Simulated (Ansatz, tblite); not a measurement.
**GeH4: removing and adding an electron**

Aim: the energy of removing and adding an electron for GeH4, by energy differences, and how well orbital energies stand in for it.

Computed with Ansatz 0.2.0, Gaussian basis. Level: as each input shows.

The runs, in order: charge +1 doublet, at the geometry of the singlet (PBE0-D4/def2-TZVP, PBE-D4/def2-TZVP, r2SCAN-D4/def2-TZVP, CCSD(T)/def2-TZVPP); charge -1 doublet, at the geometry of the singlet (PBE0-D4/def2-TZVPD, PBE-D4/def2-TZVPD, r2SCAN-D4/def2-TZVPD, CCSD(T)/def2-TZVPD); the starting singlet's energies come from earlier runs.

## (1) The structure

The singlet was relaxed beforehand with B3LYP-D4/def2-TZVP.

5 atoms, charge 0, spin multiplicity 1.

Atoms are counted from 1 here; the program's logs count them from 0.

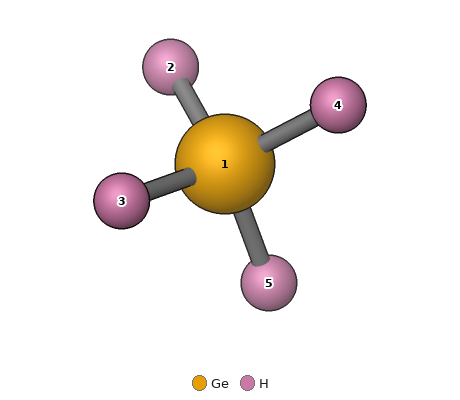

The geometry (germanium amber, hydrogen pink); atoms are numbered from 1 in the order of the file.

## (2) Charge +1 doublet at the fixed geometry, PBE0-D4/def2-TZVP

The input, in.yaml:

```yaml
crystal:
  periodic: [false, false, false]
  atoms:
    - {symbol: Ge, position_ang: [0.000013, 0.000019, -0.000029]}
    - {symbol: H, position_ang: [0.011338, -0.019100, 1.535429]}
    - {symbol: H, position_ang: [1.444099, 0.011111, -0.522284]}
    - {symbol: H, position_ang: [-0.731835, 1.257684, -0.490851]}
    - {symbol: H, position_ang: [-0.723615, -1.249714, -0.522265]}
basis:
  gaussian: {orbitals: def2-TZVP}
total_charge: 1
magnetization: {spin_polarized: true, initial_magnetization: 1}
hamiltonian: {xc: pbe0, dispersion: d4}
output: {orbitals: {seedname: orbitals}}
```

Launch:

```bash
> ansatz run in.yaml --threads 4 --pin off --events-out ev --progress --plain --max-ram 3916MiB
```

The log of the run:

```text
Functional definition: PBE0
  name "PBE0"
  cite "Adamo & Barone, J. Chem. Phys. 110, 6158 (1999) doi:10.1063/1.478522"
  cite "Perdew, Burke & Ernzerhof, Phys. Rev. Lett. 77, 3865 (1996) doi:10.1103/PhysRevLett.77.3865"
  parent pbe
  parameter a = 0.25
  parameter kappa = 0.804
  parameter beta = 0.06672455060314922
  exchange = (1 - a)*pbe_x(kappa = kappa, mu = beta*pi^2/3) + a*exact_x
  correlation = pbe_c(beta = beta)
577 factors; their error is unknown
mean field evaluation 1: about -56562.5091 eV, gradient 9.6e0 eV
mean field evaluation 2: about -56562.8982 eV, gradient 6.1e0 eV
mean field evaluation 4: about -56563.1760 eV, gradient 4.2e-1 eV
mean field evaluation 8: about -56563.1839 eV, gradient 3.0e-1 eV
mean field evaluation 16: about -56563.5191 eV, gradient 1.7e-5 eV
mean field evaluation 32: about -56563.4384 eV, gradient 2.5e0 eV
mean field -56563.51908089 eV, -2078.6709860923 hartree, gradient 1.7e-5 eV, S^2 0.760727; 4 other end points of the search recorded, 0 dependent functions left out
reference -56563.51910357 eV, -2078.6709869260 hartree; 18, 17 occupied and 54, 55 virtual orbitals, 577 factors
Total energy: -56563.54031235 eV, -2078.6717663343 hartree
```

Wall time 1.6 s (4 threads of Intel Xeon at 2.60GHz, shared host).

From the report: HOMO -16.63 eV, LUMO -14.71 eV (over both spins); ⟨S²⟩ 0.761 (pure: 0.75).

## (3) Charge +1 doublet at the fixed geometry, PBE-D4/def2-TZVP

start.molden holds the orbitals of an earlier run on this state, given as this run's starting guess.

in.yaml: that of step 2 with these lines changed.

```diff
@@ -9,6 +9,7 @@
 basis:
-  gaussian: {orbitals: def2-TZVP}
+  gaussian: {orbitals: def2-TZVP, initial_orbitals: start.molden}
 total_charge: 1
 magnetization: {spin_polarized: true, initial_magnetization: 1}
-hamiltonian: {xc: pbe0, dispersion: d4}
+hamiltonian: {xc: pbe, dispersion: d4}
+scf: {omitted_lower_state_checks: [starts]}
 output: {orbitals: {seedname: orbitals}}
```

The command is unchanged.

The log of the run:

```text
Functional definition: PBE
  name "PBE"
  cite "Perdew, Burke & Ernzerhof, Phys. Rev. Lett. 77, 3865 (1996) doi:10.1103/PhysRevLett.77.3865"
  parent pbe
  parameter kappa = 0.804
  parameter beta = 0.06672455060314922
  exchange = pbe_x(kappa = kappa, mu = beta*pi^2/3)
  correlation = pbe_c(beta = beta)
these checks for a lower state are left out or cut short: starts
534 factors; their error is unknown
mean field evaluation 1: about -56562.0939 eV, gradient 5.8e0 eV
mean field evaluation 2: about -56562.1494 eV, gradient 6.8e-2 eV
mean field evaluation 4: about -56562.1397 eV, gradient 8.4e-5 eV
mean field evaluation 8: about -56562.1397 eV, gradient 4.6e-4 eV
mean field -56562.13974168 eV, -2078.6202963116 hartree, gradient 1.1e-5 eV, S^2 0.754348; 0 other end points of the search recorded, 0 dependent functions left out
reference -56562.13977173 eV, -2078.6202974157 hartree; 18, 17 occupied and 54, 55 virtual orbitals, 534 factors
Total energy: -56562.16564897 eV, -2078.6212483866 hartree
Checks for a lower state left out: starts
```

Wall time 0.6 s (4 threads of Intel Xeon at 2.60GHz, shared host).

HOMO -15.58 eV, LUMO -15.48 eV (over both spins); ⟨S²⟩ 0.754 (pure: 0.75).

## (4) Charge +1 doublet at the fixed geometry, r2SCAN-D4/def2-TZVP

in.yaml: that of step 3 with these lines changed.

```diff
@@ -12,3 +12,3 @@
 magnetization: {spin_polarized: true, initial_magnetization: 1}
-hamiltonian: {xc: pbe, dispersion: d4}
+hamiltonian: {xc: r2scan, dispersion: d4}
 scf: {omitted_lower_state_checks: [starts]}
```

The command is unchanged.

The log of the run:

```text
Functional definition: r2SCAN
  name "r2SCAN"
  cite "Furness, Kaplan, Ning, Perdew & Sun, J. Phys. Chem. Lett. 11, 8208 (2020) doi:10.1021/acs.jpclett.0c02405"
  cite "Furness, Kaplan, Ning, Perdew & Sun, J. Phys. Chem. Lett. 11, 9248 (2020) doi:10.1021/acs.jpclett.0c03077"
  parent r2scan
  parameter k0 = 0.174
  parameter k1 = 0.065
  parameter a1 = 4.9479
  exchange = r2scan_x(k0 = k0, k1 = k1, a1 = a1)
  correlation = r2scan_c
these checks for a lower state are left out or cut short: starts
534 factors; their error is unknown
mean field evaluation 1: about -56570.5422 eV, gradient 4.0e0 eV
mean field evaluation 2: about -56570.5618 eV, gradient 2.7e-2 eV
mean field evaluation 4: about -56570.5525 eV, gradient 1.3e-5 eV
mean field evaluation 8: about -56570.5525 eV, gradient 2.5e-5 eV
mean field -56570.55249021 eV, -2078.9294591177 hartree, gradient 2.5e-5 eV, S^2 0.761366; 0 other end points of the search recorded, 0 dependent functions left out
reference -56570.55250081 eV, -2078.9294595072 hartree; 18, 17 occupied and 54, 55 virtual orbitals, 534 factors
Total energy: -56570.55815843 eV, -2078.9296674208 hartree
Checks for a lower state left out: starts
```

Wall time 1.1 s (4 threads of Intel Xeon at 2.60GHz, shared host).

From the report: HOMO -15.83 eV, LUMO -15.46 eV (over both spins); ⟨S²⟩ 0.761 (pure: 0.75).

## (5) Charge +1 doublet at the fixed geometry, CCSD(T)/def2-TZVPP

in.yaml: that of step 4 with these lines changed.

```diff
@@ -9,7 +9,7 @@
 basis:
-  gaussian: {orbitals: def2-TZVP, initial_orbitals: start.molden}
+  gaussian: {orbitals: def2-TZVPP, initial_orbitals: start.molden}
 total_charge: 1
 magnetization: {spin_polarized: true, initial_magnetization: 1}
-hamiltonian: {xc: r2scan, dispersion: d4}
-scf: {omitted_lower_state_checks: [starts]}
+correlation: {method: ccsd_t}
+scf: {omitted_lower_state_checks: [starts, cluster_reference]}
 output: {orbitals: {seedname: orbitals}}
```

Same command.

The log of the run, cut to the lines that bear on the results:

```text
Functional definition: HF
  name "HF"
  cite "Fock, Z. Phys. 61, 126 (1930) doi:10.1007/BF01340294"
  parent pbe
[...]
615 factors; integrals over basis functions are off by at most 1.2e-3 eV
[...]
mean field -56524.89248646 eV, -2077.2514849293 hartree, gradient 8.3e-6 eV, S^2 0.761748; 0 other end points of the search recorded, 0 dependent functions left out
9 core orbitals not correlated: weight in the atoms' cores, before any rotation towards them, 1.000 or more for the frozen orbitals, at most 0.000 for the correlated occupied ones
reference -56524.89248646 eV, -2077.2514849293 hartree; 9, 8 occupied and 86, 87 virtual orbitals, 615 factors
second order -6.79768063 eV of doubles, -0.00000000 eV of singles
cycle   1  -6.91952267 eV  change   -1.2e-1 eV  update   7.5e-2
[...]
cycle  11  -7.31108481 eV  change   -3.1e-6 eV  update   1.8e-5
perturbative correction -0.22746048 eV, -0.0083590185 hartree
Total energy: -56532.43103175 eV, -2077.5285213588 hartree
Checks for a lower state left out: starts, cluster_reference
```

Run time: 4.4 s. Hardware: 4 threads of Intel Xeon at 2.60GHz, shared host; peak memory 0.7 GiB.

Report: Hartree-Fock HOMO -19.38 eV, LUMO -10.53 eV (over both spins); ⟨S²⟩ 0.762 (pure: 0.75); T1 0.017.

## (6) Vertical ionisation energy

Charged state less starting state, singlet to doublet; the starting state's energies are those of its earlier runs.

| method | vertical ionisation energy (eV) | from CCSD(T)/def2-TZVPP (eV) | time |
| --- | --- | --- | --- |
| HF/def2-TZVPP | 11.63 | -0.83 |  |
| PBE-D4/def2-TZVP | 11.91 | -0.55 | 0.9 s |
| r2SCAN-D4/def2-TZVP | 12.08 | -0.38 | 1.8 s |
| PBE0-D4/def2-TZVP | 12.19 | -0.27 | 2.2 s |
| MP2/def2-TZVPP | 12.42 | -0.04 |  |
| CCSD/def2-TZVPP | 12.46 | 0.00 |  |
| CCSD(T)/def2-TZVPP | 12.46 | 0 | 6 s |

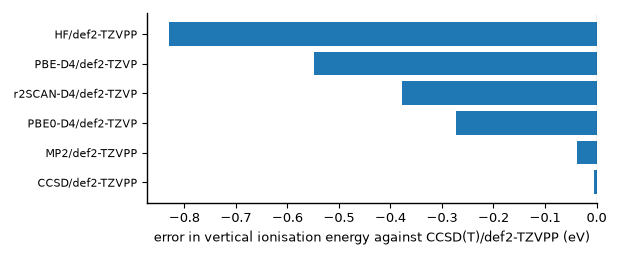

Deviations from CCSD(T)/def2-TZVPP, method by method.

Times add the two runs; a level without a time comes out of a correlated run.

Beside −ε(HOMO) of the starting state:

| level | −ε(HOMO) (eV) | by difference (eV) | mismatch (eV) |
| --- | --- | --- | --- |
| PBE-D4/def2-TZVP | 8.35 | 11.91 | -3.57 |
| r2SCAN-D4/def2-TZVP | 8.70 | 12.08 | -3.38 |
| PBE0-D4/def2-TZVP | 9.65 | 12.19 | -2.53 |

## (7) Charge -1 doublet at the fixed geometry, PBE0-D4/def2-TZVPD

in.yaml: that of step 5 with these lines changed.

```diff
@@ -9,7 +9,6 @@
 basis:
-  gaussian: {orbitals: def2-TZVPP, initial_orbitals: start.molden}
-total_charge: 1
+  gaussian: {orbitals: def2-TZVPD}
+total_charge: -1
 magnetization: {spin_polarized: true, initial_magnetization: 1}
-correlation: {method: ccsd_t}
-scf: {omitted_lower_state_checks: [starts, cluster_reference]}
+hamiltonian: {xc: pbe0, dispersion: d4}
 output: {orbitals: {seedname: orbitals}}
```

Same command.

The log of the run:

```text
Functional definition: PBE0
  name "PBE0"
  cite "Adamo & Barone, J. Chem. Phys. 110, 6158 (1999) doi:10.1063/1.478522"
  cite "Perdew, Burke & Ernzerhof, Phys. Rev. Lett. 77, 3865 (1996) doi:10.1103/PhysRevLett.77.3865"
  parent pbe
  parameter a = 0.25
  parameter kappa = 0.804
  parameter beta = 0.06672455060314922
  exchange = (1 - a)*pbe_x(kappa = kappa, mu = beta*pi^2/3) + a*exact_x
  correlation = pbe_c(beta = beta)
630 factors; their error is unknown
mean field evaluation 1: about -56573.2601 eV, gradient 1.9e1 eV
mean field evaluation 2: about -56573.1367 eV, gradient 2.4e1 eV
mean field evaluation 4: about -56574.0718 eV, gradient 3.1e-1 eV
mean field evaluation 8: about -56574.3069 eV, gradient 4.2e-3 eV
mean field evaluation 16: about -56574.2403 eV, gradient 8.5e-1 eV
mean field -56574.30694201 eV, -2079.0674326765 hartree, gradient 3.2e-5 eV, S^2 0.750698; 4 other end points of the search recorded, 0 dependent functions left out
reference -56574.30697203 eV, -2079.0674337794 hartree; 19, 18 occupied and 71, 72 virtual orbitals, 630 factors
Total energy: -56574.37335578 eV, -2079.0698733372 hartree
```

It took 1.1 s on 4 threads of Intel Xeon at 2.60GHz, shared host.

From the report: HOMO 2.55 eV, LUMO 3.96 eV (over both spins); ⟨S²⟩ 0.751 (pure: 0.75). Doubts: highest occupied level lies above zero.

## (8) Charge -1 doublet at the fixed geometry, PBE-D4/def2-TZVPD

in.yaml: that of step 7 with these lines changed.

```diff
@@ -9,6 +9,7 @@
 basis:
-  gaussian: {orbitals: def2-TZVPD}
+  gaussian: {orbitals: def2-TZVPD, initial_orbitals: start.molden}
 total_charge: -1
 magnetization: {spin_polarized: true, initial_magnetization: 1}
-hamiltonian: {xc: pbe0, dispersion: d4}
+hamiltonian: {xc: pbe, dispersion: d4}
+scf: {omitted_lower_state_checks: [starts]}
 output: {orbitals: {seedname: orbitals}}
```

The command is unchanged.

The log of the run:

```text
Functional definition: PBE
  name "PBE"
  cite "Perdew, Burke & Ernzerhof, Phys. Rev. Lett. 77, 3865 (1996) doi:10.1103/PhysRevLett.77.3865"
  parent pbe
  parameter kappa = 0.804
  parameter beta = 0.06672455060314922
  exchange = pbe_x(kappa = kappa, mu = beta*pi^2/3)
  correlation = pbe_c(beta = beta)
these checks for a lower state are left out or cut short: starts
577 factors; their error is unknown
mean field evaluation 1: about -56572.7098 eV, gradient 5.8e0 eV
mean field evaluation 2: about -56572.7673 eV, gradient 8.1e-2 eV
mean field evaluation 4: about -56572.7654 eV, gradient 2.4e-4 eV
mean field -56572.76544213 eV, -2079.0107836006 hartree, gradient 8.6e-6 eV, S^2 0.750536; 0 other end points of the search recorded, 0 dependent functions left out
reference -56572.76548183 eV, -2079.0107850596 hartree; 19, 18 occupied and 71, 72 virtual orbitals, 577 factors
Total energy: -56572.84632283 eV, -2079.0137559116 hartree
Checks for a lower state left out: starts
```

Wall time 0.8 s (4 threads of Intel Xeon at 2.60GHz, shared host).

Report: HOMO 2.91 eV, LUMO 3.42 eV (over both spins); ⟨S²⟩ 0.751 (pure: 0.75). Doubts: highest occupied level lies above zero.

## (9) Charge -1 doublet at the fixed geometry, r2SCAN-D4/def2-TZVPD

in.yaml: that of step 8 with these lines changed.

```diff
@@ -12,3 +12,3 @@
 magnetization: {spin_polarized: true, initial_magnetization: 1}
-hamiltonian: {xc: pbe, dispersion: d4}
+hamiltonian: {xc: r2scan, dispersion: d4}
 scf: {omitted_lower_state_checks: [starts]}
```

Launched as before.

The log of the run:

```text
Functional definition: r2SCAN
  name "r2SCAN"
  cite "Furness, Kaplan, Ning, Perdew & Sun, J. Phys. Chem. Lett. 11, 8208 (2020) doi:10.1021/acs.jpclett.0c02405"
  cite "Furness, Kaplan, Ning, Perdew & Sun, J. Phys. Chem. Lett. 11, 9248 (2020) doi:10.1021/acs.jpclett.0c03077"
  parent r2scan
  parameter k0 = 0.174
  parameter k1 = 0.065
  parameter a1 = 4.9479
  exchange = r2scan_x(k0 = k0, k1 = k1, a1 = a1)
  correlation = r2scan_c
these checks for a lower state are left out or cut short: starts
577 factors; their error is unknown
mean field evaluation 1: about -56581.2365 eV, gradient 4.0e0 eV
mean field evaluation 2: about -56581.2641 eV, gradient 4.8e-2 eV
mean field evaluation 4: about -56581.2593 eV, gradient 3.2e-4 eV
mean field evaluation 8: about -56581.2593 eV, gradient 9.8e-6 eV
mean field -56581.25934237 eV, -2079.3229286771 hartree, gradient 1.0e-5 eV, S^2 0.751931; 0 other end points of the search recorded, 0 dependent functions left out
reference -56581.25935978 eV, -2079.3229293169 hartree; 19, 18 occupied and 71, 72 virtual orbitals, 577 factors
Total energy: -56581.27789586 eV, -2079.3236105054 hartree
Checks for a lower state left out: starts
```

Wall time 1.6 s (4 threads of Intel Xeon at 2.60GHz, shared host).

HOMO 2.86 eV, LUMO 4.25 eV (over both spins); ⟨S²⟩ 0.752 (pure: 0.75). Doubts: highest occupied level lies above zero.

## (10) Charge -1 doublet at the fixed geometry, CCSD(T)/def2-TZVPD

in.yaml: that of step 9 with these lines changed.

```diff
@@ -12,4 +12,4 @@
 magnetization: {spin_polarized: true, initial_magnetization: 1}
-hamiltonian: {xc: r2scan, dispersion: d4}
-scf: {omitted_lower_state_checks: [starts]}
+correlation: {method: ccsd_t}
+scf: {omitted_lower_state_checks: [starts, cluster_reference]}
 output: {orbitals: {seedname: orbitals}}
```

Same command.

The log of the run, cut to the lines that bear on the results:

```text
Functional definition: HF
  name "HF"
  cite "Fock, Z. Phys. 61, 126 (1930) doi:10.1007/BF01340294"
  parent pbe
[...]
650 factors; integrals over basis functions are off by at most 1.1e-3 eV
[...]
mean field -56534.48508709 eV, -2077.6040065004 hartree, gradient 2.5e-6 eV, S^2 0.751963; 0 other end points of the search recorded, 0 dependent functions left out
9 core orbitals not correlated: weight in the atoms' cores, before any rotation towards them, 1.000 or more for the frozen orbitals, at most 0.000 for the correlated occupied ones
reference -56534.48508709 eV, -2077.6040065004 hartree; 10, 9 occupied and 71, 72 virtual orbitals, 650 factors
second order -7.72526459 eV of doubles, -0.00000000 eV of singles
cycle   1  -7.94694665 eV  change   -2.2e-1 eV  update   8.4e-2
[...]
cycle   9  -8.33156166 eV  change    1.8e-6 eV  update   1.3e-5
perturbative correction -0.27136801 eV, -0.0099725904 hartree
Total energy: -56543.08801677 eV, -2077.9201583345 hartree
Checks for a lower state left out: starts, cluster_reference
```

It took 3.9 s on 4 threads of Intel Xeon at 2.60GHz, shared host.

Report: Hartree-Fock HOMO 1.99 eV, LUMO 6.13 eV (over both spins); ⟨S²⟩ 0.752 (pure: 0.75); T1 0.017. Doubts: highest occupied level lies above zero.

## (11) Vertical electron affinity

Starting state less charged state (positive: the electron is bound), singlet to doublet; the starting state's energies are those of its earlier runs.

| method | vertical electron affinity (eV) | from CCSD(T)/def2-TZVPD (eV) | time |
| --- | --- | --- | --- |
| HF/def2-TZVPD | -2.04 | -0.47 |  |
| PBE-D4/def2-TZVPD | -1.24 | +0.33 | 1.2 s |
| r2SCAN-D4/def2-TZVPD | -1.38 | +0.19 | 2.4 s |
| PBE0-D4/def2-TZVPD | -1.37 | +0.20 | 1.6 s |
| MP2/def2-TZVPD | -1.63 | -0.06 |  |
| CCSD/def2-TZVPD | -1.62 | -0.05 |  |
| CCSD(T)/def2-TZVPD | -1.57 | 0 | 5.3 s |

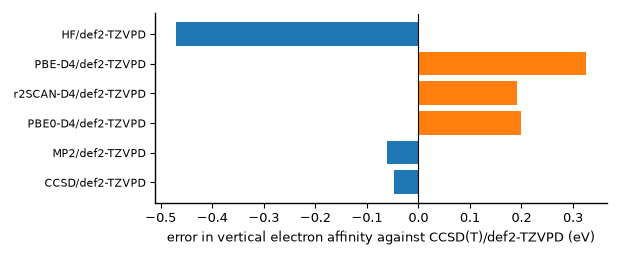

How far each level lands from CCSD(T)/def2-TZVPD.

Times add the two runs; a level without a time comes out of a correlated run.

Beside −ε(LUMO) of the starting state:

| level | −ε(LUMO) (eV) | by difference (eV) | mismatch (eV) |
| --- | --- | --- | --- |
| PBE-D4/def2-TZVPD | 0.44 | -1.24 | +1.68 |
| r2SCAN-D4/def2-TZVPD | -0.33 | -1.38 | +1.04 |
| PBE0-D4/def2-TZVPD | -0.24 | -1.37 | +1.13 |

## (12) Outcome

| quantity | value |
| --- | --- |
| vertical ionisation energy, functionals in def2-TZVP | 11.91 (PBE-D4) to 12.19 eV (PBE0-D4) |
| vertical ionisation energy, CCSD(T)/def2-TZVPP | 12.46 eV |
| vertical electron affinity, functionals in def2-TZVPD | -1.38 (r2SCAN-D4) to -1.24 eV (PBE-D4) |
| vertical electron affinity, CCSD(T)/def2-TZVPD | -1.57 eV |

The vertical ionisation energy spans 11.91 to 12.19 eV over the functionals, beside 12.46 eV from CCSD(T)/def2-TZVPP. −ε(HOMO) misses the level's own difference by -2.53 eV at best (PBE0-D4) and -3.57 eV at worst (PBE-D4). The reference is CCSD(T) in one finite basis, so it carries an error of its own, often a tenth of an eV or more, and near misses can't be ranked. The vertical electron affinity spans -1.38 to -1.24 eV over the functionals, beside -1.57 eV from CCSD(T)/def2-TZVPD. A negative affinity means an unbound electron, held by the basis alone. −ε(LUMO) misses the level's own difference by +1.04 eV at best (r2SCAN-D4) and +1.68 eV at worst (PBE-D4).
